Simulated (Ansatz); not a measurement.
# BaPbO3 (C2/m): the host for defect calculations, part 2 of 4

Before any defect goes in: BaPbO3 (C2/m) at rest, and how it screens a charge.

Ansatz 0.2.0; plane-wave PAW DFT, PBEsol; relaxation of the host's cell and atoms (the session's first sound run).

So far: The structure; Host cell relaxation.

**3. Dielectric tensors of the host**

The response to a uniform electric field gives the electronic dielectric tensor.

This step: plane-wave PAW DFPT, PBEsol; dielectric tensors, Born charges and zone-centre modes of the host (Ansatz 0.2.0).

Input file eps/input.yaml:

```yaml
crystal:
  lattice:
    - [4.2884762015, -4.2566372212, 0.0110620418]
    - [4.2884762015, 4.2566372212, 0.0110620418]
    - [-4.2362170488, 0.0, 4.2798871232]
  atoms:
    - { symbol: Ba, position: [0.7429653914, 0.7429653914, 0.9931122285] }
    - { symbol: Ba, position: [0.2570346086, 0.2570346086, 0.0068877715] }
    - { symbol: Pb, position: [0.0, 0.5, 0.5] }
    - { symbol: Pb, position: [0.5, 0.0, 0.5] }
    - { symbol: O, position: [0.707643181, 0.292356819, 0.0] }
    - { symbol: O, position: [0.292356819, 0.707643181, 0.0] }
    - { symbol: O, position: [0.8239747414, 0.8239747414, 0.5729754674] }
    - { symbol: O, position: [0.1760252586, 0.1760252586, 0.4270245326] }
    - { symbol: O, position: [0.2931016018, 0.7068983982, 0.5] }
    - { symbol: O, position: [0.7068983982, 0.2931016018, 0.5] }
basis:
  ecutwfc: 420
hamiltonian:
  xc: pbesol
kpoints:
  mp_grid: { grid: [5, 5, 6] }
scf:
  occupations: { method: fixed }
  max_iter: 100
phonons:
  method: dfpt
  dielectric: true
  rigid_motions: translations
```

The run is started by

```console
> ansatz run input.yaml --threads 8 --pin off --max-ram 13189MiB --backend cpu --events-out ev --progress --plain --runs-dir out
```

Numbers of over 12 decimals in the logs are rounded to 6 here.

Output:

```text
[...]
Crystal: 10 atoms, lattice volume = 156.653 Å³
Basis set: ecut = 420 eV, 3087 PW (Γ), exchange–correlation on 90×90×90 points (8 copies of the dense FFT grid, shifted against one another)
Bands: 52, of which v1, the nominal top of the filled ones, is band 42 counted from 1 (41 counted from 0)
Symmetry: 4 space group operations
k-points: 76 of 150 (irreducible under 1 space group operation, time reversal used)
[...]
SCF iter   1: F=—  HF=-38602.670632 eV  |F-HF|=—  |Δ(HF+E_count)|=         —  Δρ=1.58e-2  dr2=3.38e-1  ethr=1.77e-3  ⟨swp⟩=5.5  Hψ=16143  notcnv=0  defer=602
[...]
SCF iter  11: F=-38602.583078 eV  HF=-38602.583078 eV  |F-HF|=0.00e0  |Δ(HF+E_count)|=  9.46e-11  Δρ=1.76e-7  dr2=5.28e-11  ethr=1.00e-12  ⟨swp⟩=21.6  Hψ=37823  notcnv=0
SCF 1 converged in 11 iterations: F = -38602.583078 eV  dr2 = 5.28e-11
[...]
NSCF: frozen V_eff on 76 k-points
[...]
DFPT response loops at Γ: preconditioner auto → Resta (q_TF=auto, 2.459 Å⁻¹)  ε∞=14.9 (no band partly filled); β = 1.00, the filter's whole step (`scf.mixing.beta` (0.50) is not read by the response loops at its default; [...]
── the response to a field inside a basis, on 8×8×8 k-points: an SCF that follows is theirs, and a resumed run solves both again ──
Bands: 43, of which v1, the nominal top of the filled ones, is band 42 counted from 1 (41 counted from 0)
k-points: 144 of 512
[...]
Eigensolver: Dense (144 Hₖ)
SCF iter   1: F=—  HF=-38602.378789 eV  |F-HF|=—  |Δ(HF+E_count)|=         —  Δρ=6.51e-4  dr2=2.79e-4  ethr=1.00e-1
[...]
SCF iter   6: F=-38602.378816 eV  HF=-38602.378816 eV  |F-HF|=4.82e-9  |Δ(HF+E_count)|=   2.29e-7  Δρ=4.99e-6  dr2=4.43e-8  ethr=2.00e-9
SCF 1 converged in 6 iterations: F = -38602.378816 eV  dr2 = 4.43e-8
[...]
WARN: field response: ε∞ stands inside a basis, on 8×8×8 points; [...]
SCF converged after 11 iterations
Free energy (F): -38602.583078 eV
[...]
Internal energy: -38602.583078 eV  (E = F + TS)
E sigma→0 (E₀):  -38602.583078 eV
Fermi energy:    8.891674 eV
[...]
--- Band table (eV; the first three rows and the last of 76) ---
[...]
[... further k-points left out ...]
--- Phonons (Γ-DFPT): 15 representative perturbations + reference, on 76 of 150 k-points (Σ response iterations 57) ---
  k mesh reduced under 1 symmetry operation, with k and −k counted as one. Each operation leaves every solved perturbation unchanged. A smaller set is not considered because the run solves the response to a homogeneous field
  ASR residual: 1.456e-4 → 0.000e0 eV/Å²; symmetrization residual: 1.099e-5 eV/Å²
  ASR residual per site (eV/Å²): 5.79e-5 5.79e-5 8.41e-5 8.41e-5 1.46e-4 1.46e-4 8.09e-5 8.09e-5 2.28e-5 2.28e-5
  Γ frequencies (cm⁻¹): 0.00 0.00 0.00 61.29 74.49 79.29 103.40 105.88 114.61 115.52 115.84 126.70 160.40 164.66 165.48 171.73 198.88 202.91 205.07 208.09 258.68 271.50 272.63 312.92 334.07 346.93 495.65 507.08 522.00 591.31
  ε∞ (high-frequency dielectric tensor):
        7.966728    -0.000000     0.015914
       -0.000000     7.833167    -0.000000
        0.015914    -0.000000     7.977654
  ε⁰ (static dielectric tensor: ions relaxed, cell fixed):
       33.217764    -0.000000   -11.009875
       -0.000000    24.773073    -0.000000
      -11.009875    -0.000000    33.500063
  ε⁰ − ε∞ (ionic part):
       25.251036    -0.000000   -11.025790
       -0.000000    16.939907    -0.000000
      -11.025790    -0.000000    25.522409
  softest optical mode at Γ: 61.29 cm⁻¹; the repairs (sum rule, projections) moved no ω² at Γ by more than (2.85 cm⁻¹)²
  Born effective charges Z* (e; rows j = field, columns β = displacement):
    site 0:
         2.75113   -0.00000    0.14236
        -0.00000    2.66999   -0.00000
         0.14197   -0.00000    2.75306
    site 1:
         2.75113   -0.00000    0.14236
        -0.00000    2.66999   -0.00000
         0.14197   -0.00000    2.75306
    site 2:
         4.73315   -1.08722   -0.01804
         0.83438    4.68291    0.80298
        -0.01880   -1.06220    4.74238
    site 3:
         4.73315    1.08722   -0.01804
        -0.83438    4.68291   -0.80298
        -0.01880    1.06220    4.74238
    site 4:
        -1.78902    0.00000    0.13143
         0.00000   -1.89696    0.00000
        -0.02021    0.00000   -3.74615
    site 5:
        -1.78902    0.00000    0.13143
         0.00000   -1.89696    0.00000
        -0.02021    0.00000   -3.74615
    site 6:
        -1.96372    0.00000   -0.25499
         0.00000   -3.55643    0.00000
        -0.25333    0.00000   -1.95686
    site 7:
        -1.96372    0.00000   -0.25499
         0.00000   -3.55643    0.00000
        -0.25333    0.00000   -1.95686
    site 8:
        -3.73154    0.00000   -0.00077
         0.00000   -1.89951    0.00000
         0.15037    0.00000   -1.79244
    site 9:
        -3.73154    0.00000   -0.00077
         0.00000   -1.89951    0.00000
         0.15037    0.00000   -1.79244
  Z* charge neutrality: 4.002e-2 e pre-enforcement
  solved inside a basis spanned on kpoints, on 8×8×8 k-points, its susceptibility summed on 10×10×10: ε∞ is read to err by 5.8e-2, Z* by 3.3e-2 e (field_mesh: kpoints solves on kpoints); Z* is corrected for what the basis lacks
  optical modes at Γ without the LO–TO term, one row a degenerate level:
      ω (cm⁻¹)  modes    IR ((D/Å)²/amu)
         61.29      1             0.0000
[...]
optical modes at Γ + LO–TO along q̂ = [1.0000, 0.0000, 0.0000]:
      ω (cm⁻¹)  modes    IR ((D/Å)²/amu)
[...]
optical modes at Γ + LO–TO along q̂ = [0.0000, 1.0000, 0.0000]:
      ω (cm⁻¹)  modes    IR ((D/Å)²/amu)
[...]
optical modes at Γ + LO–TO along q̂ = [0.0000, 0.0000, 1.0000]:
      ω (cm⁻¹)  modes    IR ((D/Å)²/amu)
[...]
208.09      1            21.3778
        241.28      1             4.2415
        258.68      1             0.0000
        272.63      1             0.0000
        307.51      1            21.2168
        312.92      1             0.0000
        334.07      1             0.0000
        346.93      1             0.0000
        507.08      1            28.7948
        509.06      1            33.1287
        574.43      1            47.9226
        591.31      1             0.0000
```

Run time: 5.4 min. Hardware: 8 threads of Arm Neoverse V2, shared host; peak memory 3.2 GiB; 41 min of CPU time.

Electronic dielectric tensor:

```
7.97 0.00 0.02
0.00 7.83 0.00
0.02 0.00 7.98
```

Static dielectric tensor:

```
 33.22   0.00 -11.01
  0.00  24.77   0.00
-11.01   0.00  33.50
```

The principal values of the electronic dielectric tensor are 7.83, 7.96 and 7.99. The principal values of the static dielectric tensor are 22.35, 24.77 and 44.37.

**4. Primitive cell on a dense mesh**

A dense mesh gives the host's converged energy, against which the supercell's sampling is tested.

This step: plane-wave PAW DFT, PBEsol; single point of the host's primitive cell on a dense mesh (Ansatz 0.2.0).

dense/input.yaml, as its differences from eps/input.yaml of step 3:

```diff
@@ -18,2 +18,3 @@
   ecutwfc: 420
+  xc_grid: 2
 hamiltonian:
@@ -21,9 +22,5 @@
 kpoints:
-  mp_grid: { grid: [5, 5, 6] }
+  mp_grid: { grid: [6, 6, 7] }
 scf:
-  occupations: { method: fixed }
-  max_iter: 100
-phonons:
-  method: dfpt
-  dielectric: true
-  rigid_motions: translations
+  occupations: { method: fermi_dirac, width: 0.01 }
+  max_iter: 80
```

Output:

```text
[...]
Crystal: 10 atoms, lattice volume = 156.653 Å³
Basis set: ecut = 420 eV, 3087 PW (Γ), exchange–correlation on 90×90×90 points (8 copies of the dense FFT grid, shifted against one another)
Bands: 52, of which v1, the nominal top of the filled ones, is band 42 counted from 1 (41 counted from 0)
Symmetry: 4 space group operations
[...]
k-points: 76 of 252
[...]
SCF iter   1: F=—  HF=-38602.671133 eV  |F-HF|=—  |Δ(HF+E_count)|=         —  Δρ=1.57e-2  dr2=3.33e-1  ethr=1.77e-3  ⟨swp⟩=10.4  Hψ=21638  notcnv=0  defer=8
[...]
SCF iter   7: F=-38602.583095 eV  HF=-38602.583095 eV  |F-HF|=8.53e-9  |Δ(HF+E_count)|=   1.64e-9  Δρ=3.48e-6  dr2=2.05e-8  ethr=1.86e-10  ⟨swp⟩=3.6  Hψ=10150  notcnv=0
SCF 1 converged in 7 iterations: F = -38602.583095 eV  dr2 = 2.05e-8
[...]
SCF converged after 7 iterations
Free energy (F): -38602.583095 eV
[...]
Internal energy: -38602.583095 eV  (E = F + TS)
E sigma→0 (E₀):  -38602.583095 eV
Fermi energy:    9.027367 eV
[...]
```

Run time: 4.2 s. Hardware: 8 threads; peak memory 0.97 GiB; 31 s of CPU time.

**5. Self-consistent run**

This step: plane-wave PAW DFT, PBEsol; single point of the defect-free supercell, a test of its k-points (Ansatz 0.2.0).

System of this step: BaPbO3 (C2/m). It takes space group C2/m (No. 12, monoclinic). Conventional cell: a = 8.577 Å, b = 8.513 Å, c = 6.022 Å, α = 90.00°, β = 134.56°, γ = 90.00°. Nearest to Ba lie 11 O at 2.65 to 3.31 Å. Pb has 6 O at 2.18 Å nearest. Nearest to O lie 2 Pb at 2.18 Å and 4 Ba at 2.76 to 3.31 Å. Nearest to O lie 2 Pb at 2.18 Å and 3 Ba at 2.65 to 3.06 Å. O has 2 Pb at 2.18 Å and 4 Ba at 2.75 to 3.31 Å nearest. Farther neighbours and most contacts between anions are not listed.

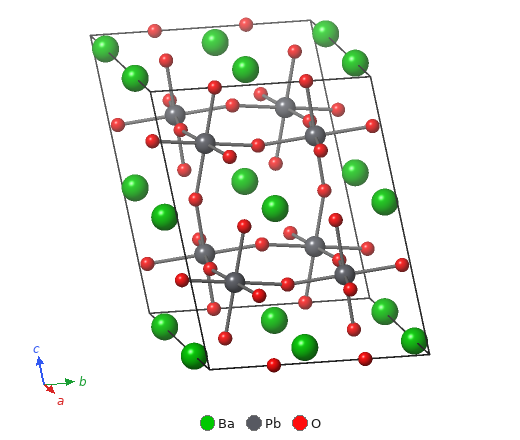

The cell of this step (barium green, lead dark grey, oxygen red). Some periodic images of atoms are drawn too.

Input file pristine.sampling/input.yaml:

```yaml
crystal:
  lattice:
    - [8.576952403, 0.0, 0.0221240837]
    - [0.0, 8.5132744423, 0.0]
    - [-8.4724340977, 0.0, 8.5597742465]
  atoms:
    - { symbol: Ba, position: [0.2429653914, 0.5, 0.4965561142] }
    - { symbol: Ba, position: [0.7429653914, 0.0, 0.4965561142] }
    - { symbol: Ba, position: [0.2570346086, 0.0, 0.0034438858] }
    - { symbol: Ba, position: [0.7570346086, 0.5, 0.0034438858] }
    - { symbol: Pb, position: [0.25, 0.25, 0.25] }
    - { symbol: Pb, position: [0.75, 0.75, 0.25] }
    - { symbol: Pb, position: [0.25, 0.75, 0.25] }
    - { symbol: Pb, position: [0.75, 0.25, 0.25] }
    - { symbol: O, position: [0.0, 0.292356819, 0.0] }
    - { symbol: O, position: [0.5, 0.792356819, 0.0] }
    - { symbol: O, position: [0.0, 0.707643181, 0.0] }
    - { symbol: O, position: [0.5, 0.207643181, 0.0] }
    - { symbol: O, position: [0.3239747414, 0.5, 0.2864877337] }
    - { symbol: O, position: [0.8239747414, 0.0, 0.2864877337] }
    - { symbol: O, position: [0.1760252586, 0.0, 0.2135122663] }
    - { symbol: O, position: [0.6760252586, 0.5, 0.2135122663] }
    - { symbol: O, position: [0.0, 0.7068983982, 0.25] }
    - { symbol: O, position: [0.5, 0.2068983982, 0.25] }
    - { symbol: O, position: [0.0, 0.2931016018, 0.25] }
    - { symbol: O, position: [0.5, 0.7931016018, 0.25] }
    - { symbol: Ba, position: [0.2429653914, 0.5, 0.9965561142] }
    - { symbol: Ba, position: [0.7429653914, 0.0, 0.9965561142] }
    - { symbol: Ba, position: [0.2570346086, 0.0, 0.5034438858] }
    - { symbol: Ba, position: [0.7570346086, 0.5, 0.5034438858] }
    - { symbol: Pb, position: [0.25, 0.25, 0.75] }
    - { symbol: Pb, position: [0.75, 0.75, 0.75] }
    - { symbol: Pb, position: [0.25, 0.75, 0.75] }
    - { symbol: Pb, position: [0.75, 0.25, 0.75] }
    - { symbol: O, position: [0.0, 0.292356819, 0.5] }
    - { symbol: O, position: [0.5, 0.792356819, 0.5] }
    - { symbol: O, position: [0.0, 0.707643181, 0.5] }
    - { symbol: O, position: [0.5, 0.207643181, 0.5] }
    - { symbol: O, position: [0.3239747414, 0.5, 0.7864877337] }
    - { symbol: O, position: [0.8239747414, 0.0, 0.7864877337] }
    - { symbol: O, position: [0.1760252586, 0.0, 0.7135122663] }
    - { symbol: O, position: [0.6760252586, 0.5, 0.7135122663] }
    - { symbol: O, position: [0.0, 0.7068983982, 0.75] }
    - { symbol: O, position: [0.5, 0.2068983982, 0.75] }
    - { symbol: O, position: [0.0, 0.2931016018, 0.75] }
    - { symbol: O, position: [0.5, 0.7931016018, 0.75] }
basis:
  ecutwfc: 420
  xc_grid: 2
hamiltonian:
  xc: pbesol
kpoints:
  mp_grid: { grid: [1, 1, 1], shift: [0.25, 0.25, 0.25] }
scf:
  occupations: { method: fermi_dirac, width: 0.01 }
  max_iter: 80
```

Output:

```text
[...]
Crystal: 40 atoms, lattice volume = 626.613 Å³
Basis set: ecut = 420 eV, 12249 PW (Γ), exchange–correlation on 120×120×162 points (8 copies of the dense FFT grid, shifted against one another)
Bands: 208, of which v1, the nominal top of the filled ones, is band 168 counted from 1 (167 counted from 0)
Symmetry: 8 space group operations
k-points: 1
[...]
SCF iter   1: F=—  HF=-154410.194404 eV  |F-HF|=—  |Δ(HF+E_count)|=         —  Δρ=1.63e-2  dr2=1.47e0  ethr=1.77e-3  ⟨swp⟩=7.0  Hψ=992  notcnv=0  defer=28
[...]
SCF iter   7: F=-154409.837555 eV  HF=-154409.837555 eV  |F-HF|=1.28e-9  |Δ(HF+E_count)|=   8.13e-8  Δρ=2.84e-6  dr2=6.90e-8  ethr=1.86e-10  ⟨swp⟩=4.0  Hψ=542  notcnv=0
SCF 1 converged in 7 iterations: F = -154409.837555 eV  dr2 = 6.90e-8
[...]
SCF converged after 7 iterations
Free energy (F): -154409.837555 eV
[...]
Internal energy: -154409.837555 eV  (E = F + TS)
E sigma→0 (E₀):  -154409.837555 eV
Fermi energy:    9.539151 eV
[...]
```

The job ended after 1.8 s (8 threads; peak memory 1.1 GiB; 11 s of CPU time).

Numbers from this step:

```
energy over dense mesh : 0.01237 eV/atom
```

[end of part 2 of 4]

[Logs are printed without paths, hosts, clocks, repeated set-up lines and the standing remarks that a program may print on its own settings, such as how far it seeks lower states.]

[Hosts, paths, dates, database ids (printed as entryN), source tags and the programs' standing remarks are cut or masked in the printed files.]

[Runs of the host that timed out are not shown.]

[For some hosts the program warned that the k-mesh of the response run may be too coarse for force constants and the static dielectric constant; such warnings are not always shown.]
